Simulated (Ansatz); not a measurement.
# Si2H6 (disilane): CCSD/aug-cc-pVDZ

Aim: the energy change on altering one bond length of Si2H6 (disilane) at CCSD/aug-cc-pVDZ, from 2 runs. 

Program for the calculation: Ansatz 0.2.0.

35 further runs of the same task are left out: 7 that didn't finish, 28 set aside as unsound or not needed. Runs told in other sessions of the task aren't counted.

### 1 The system as given

Si2H6 has 8 atoms, charge 0, and is taken as a singlet. SMILES: `[SiH3][SiH3]`. Geometry: relaxed at PBE0-D4/def2-TZVP.

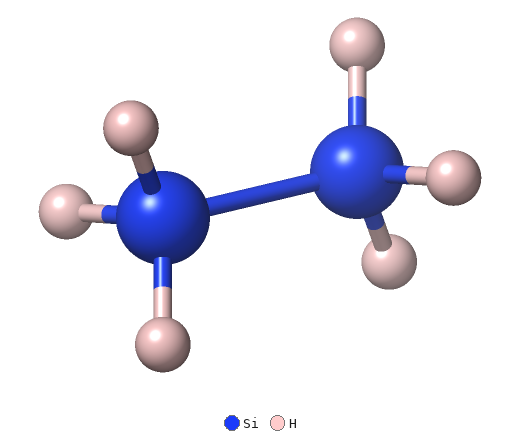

The structure, seen from a chosen angle (silicon blue, hydrogen pink).

### 2 A single-point energy at CCSD/aug-cc-pVDZ

File molecule.yaml:

```yaml
basis:
  gaussian:
    orbitals: aug-cc-pVDZ
crystal:
  periodic: [false, false, false]
  atoms:
    - {symbol: Si, position_ang: [-0.340500, 0.490200, -1.004900]}
    - {symbol: Si, position_ang: [0.363500, -0.504400, 0.991000]}
    - {symbol: H, position_ang: [0.833900, 0.948200, -1.794900]}
    - {symbol: H, position_ang: [-1.112900, -0.483900, -1.821900]}
    - {symbol: H, position_ang: [-1.208000, 1.664100, -0.717900]}
    - {symbol: H, position_ang: [1.139000, 0.468600, 1.806300]}
    - {symbol: H, position_ang: [1.228100, -1.680500, 0.704000]}
    - {symbol: H, position_ang: [-0.811000, -0.959200, 1.782600]}
correlation:
  method: ccsd
  frozen_orbitals: {H: 0, Si: 5}
accuracy: high
scf:
  omitted_lower_state_checks: [cluster_reference, increment]
```

The run is started by

```sh
$ ansatz run molecule.yaml --threads 1 --pin off --max-ram 3480MiB --events-out events.jsonl --progress --plain --runs-dir runs
```

Output:

```text
Warning: RAYON_NUM_THREADS=1 ignored (pool sized by the plan → 1); use --threads N
Functional definition: HF
  name "HF"
  exchange = exact_x
  correlation = 0
these checks for a lower state are left out or cut short: cluster_reference, increment
2209 factors; integrals over basis functions are off by at most 3.3e-9 eV
mean field evaluation 1: about -15817.9618 eV, gradient 1.3e1 eV
mean field evaluation 2: about -15817.9667 eV, gradient 1.3e1 eV
mean field evaluation 4: about -15819.0813 eV, gradient 4.7e-1 eV
mean field evaluation 8: about -15819.0831 eV, gradient 1.6e-4 eV
mean field -15819.08310416 eV, -581.3405815181 hartree, gradient 4.1e-9 eV, S^2 0.000000; 0 other end points of the search recorded, 0 dependent functions left out
10 core orbitals not correlated: weight in the atoms' cores, before any rotation towards them, 1.000 or more for the frozen orbitals, at most 0.000 for the correlated occupied ones
reference -15819.08310416 eV, -581.3405815181 hartree; 7, 7 occupied and 91, 91 virtual orbitals, 2209 factors
second order -6.09700045 eV of doubles, -0.00000000 eV of singles
cycle   1  -7.16006840 eV  change    -1.1e0 eV  update   7.6e-2
cycle   2  -7.52981198 eV  change   -3.7e-1 eV  update   2.6e-2
cycle   3  -7.54278775 eV  change   -1.3e-2 eV  update   6.3e-3
cycle   4  -7.53969109 eV  change    3.1e-3 eV  update   2.3e-3
cycle   5  -7.53905529 eV  change    6.4e-4 eV  update   6.3e-4
cycle   6  -7.53898606 eV  change    6.9e-5 eV  update   1.6e-4
cycle   7  -7.53898141 eV  change    4.6e-6 eV  update   4.3e-5
cycle   8  -7.53899012 eV  change   -8.7e-6 eV  update   1.2e-5
cycle   9  -7.53899072 eV  change   -5.9e-7 eV  update   3.8e-6
cycle  10  -7.53898935 eV  change    1.4e-6 eV  update   1.2e-6
cycle  11  -7.53898937 eV  change   -1.1e-8 eV  update   4.1e-7
cycle  12  -7.53898945 eV  change   -8.9e-8 eV  update   1.4e-7
cycle  13  -7.53898958 eV  change   -1.3e-7 eV  update   4.8e-8
cycle  14  -7.53898962 eV  change   -3.5e-8 eV  update   2.6e-8
cycle  15  -7.53898986 eV  change   -2.5e-7 eV  update   9.9e-8
cycle  16  -7.53898991 eV  change   -4.8e-8 eV  update   2.4e-8
cycle  17  -7.53898992 eV  change   -1.3e-8 eV  update   6.5e-9
cycle  18  -7.53898992 eV  change   -1.0e-9 eV  update   2.0e-9
cycle  19  -7.53898992 eV  change   2.8e-11 eV  update  5.6e-10
Total energy: -15826.62209408 eV, -581.6176342877 hartree
Checks for a lower state left out: cluster_reference, increment
```

It took 15 s on 1 thread of Arm Neoverse V1, shared host; peak memory 0.86 GiB.

### 3 The distorted shape, same level

File in.yaml:

```yaml
crystal:
  periodic: [false, false, false]
  atoms:
    - {symbol: Si, position_ang: [-0.080242, 0.138019, -1.091003]}
    - {symbol: Si, position_ang: [0.623758, -0.856581, 0.904897]}
    - {symbol: H, position_ang: [1.094158, 0.596019, -1.881003]}
    - {symbol: H, position_ang: [-0.852642, -0.836081, -1.908003]}
    - {symbol: H, position_ang: [-1.208000, 1.664100, -0.717900]}
    - {symbol: H, position_ang: [1.399258, 0.116419, 1.720197]}
    - {symbol: H, position_ang: [1.488358, -2.032681, 0.617897]}
    - {symbol: H, position_ang: [-0.550742, -1.311381, 1.696497]}
basis:
  gaussian: {orbitals: aug-cc-pVDZ}
correlation: {method: ccsd, frozen_orbitals: {H: 0, Si: 5}}
accuracy: high
scf: {omitted_lower_state_checks: [cluster_reference, increment]}
```

The run is started by

```sh
$ ansatz run in.yaml --threads 1 --pin off --max-ram 3480MiB --events-out events.jsonl --progress --plain --runs-dir runs
```

Output:

```text
Warning: RAYON_NUM_THREADS=1 ignored (pool sized by the plan → 1); use --threads N
Functional definition: HF
  name "HF"
  exchange = exact_x
  correlation = 0
these checks for a lower state are left out or cut short: cluster_reference, increment
2206 factors; integrals over basis functions are off by at most 3.8e-9 eV
mean field evaluation 1: about -15816.8843 eV, gradient 1.3e1 eV
mean field evaluation 2: about -15816.8991 eV, gradient 1.3e1 eV
mean field evaluation 4: about -15818.0276 eV, gradient 4.5e-1 eV
mean field evaluation 8: about -15818.0290 eV, gradient 1.6e-4 eV
mean field -15818.02902756 eV, -581.3018449178 hartree, gradient 8.3e-9 eV, S^2 0.000000; 0 other end points of the search recorded, 0 dependent functions left out
10 core orbitals not correlated: weight in the atoms' cores, before any rotation towards them, 1.000 or more for the frozen orbitals, at most 0.000 for the correlated occupied ones
reference -15818.02902756 eV, -581.3018449178 hartree; 7, 7 occupied and 91, 91 virtual orbitals, 2206 factors
second order -6.14981056 eV of doubles, -0.00000000 eV of singles
cycle   1  -7.23114705 eV  change    -1.1e0 eV  update   8.2e-2
cycle   2  -7.63712240 eV  change   -4.1e-1 eV  update   3.0e-2
cycle   3  -7.65602685 eV  change   -1.9e-2 eV  update   8.0e-3
cycle   4  -7.65280696 eV  change    3.2e-3 eV  update   2.9e-3
cycle   5  -7.65210484 eV  change    7.0e-4 eV  update   8.2e-4
cycle   6  -7.65204387 eV  change    6.1e-5 eV  update   2.4e-4
cycle   7  -7.65204553 eV  change   -1.7e-6 eV  update   7.0e-5
cycle   8  -7.65205996 eV  change   -1.4e-5 eV  update   2.0e-5
cycle   9  -7.65206087 eV  change   -9.1e-7 eV  update   6.6e-6
cycle  10  -7.65205903 eV  change    1.8e-6 eV  update   2.0e-6
cycle  11  -7.65205919 eV  change   -1.6e-7 eV  update   6.9e-7
cycle  12  -7.65205922 eV  change   -2.9e-8 eV  update   2.3e-7
cycle  13  -7.65205940 eV  change   -1.8e-7 eV  update   8.2e-8
cycle  14  -7.65205945 eV  change   -4.9e-8 eV  update   4.0e-8
cycle  15  -7.65205945 eV  change  -6.9e-10 eV  update   2.5e-8
cycle  16  -7.65205980 eV  change   -3.5e-7 eV  update   1.2e-7
cycle  17  -7.65205987 eV  change   -6.4e-8 eV  update   2.7e-8
cycle  18  -7.65205989 eV  change   -1.8e-8 eV  update   7.9e-9
cycle  19  -7.65205989 eV  change   -2.1e-9 eV  update   2.6e-9
cycle  20  -7.65205989 eV  change   2.7e-10 eV  update  8.2e-10
Total energy: -15825.68108745 eV, -581.5830529320 hartree
Checks for a lower state left out: cluster_reference, increment
```

Run time: 15 s. Hardware: 1 thread of Arm Neoverse V1, shared host; peak memory 0.85 GiB.

### 4 Outcome

Level: CCSD/aug-cc-pVDZ, 10 core orbitals frozen.

```
                                                          quantity          value
                                         first shape: total energy  -581.61763 Eh
         first shape: correlation energy (10 core orbitals frozen)     -277.1 mEh
                                        first shape: T1 diagnostic          0.013
                                     distorted shape: total energy  -581.58305 Eh
     distorted shape: correlation energy (10 core orbitals frozen)     -281.2 mEh
                                    distorted shape: T1 diagnostic          0.014
energy change with the Si1–H5 bond stretched from 1.488 to 1.934 Å       0.941 eV
```

**Reading.** With the Si1–H5 bond stretched from 1.488 to 1.934 Å the energy rises by 0.94 eV (90.8 kJ/mol). The first shape isn't relaxed at this level, so the change isn't measured from a minimum.
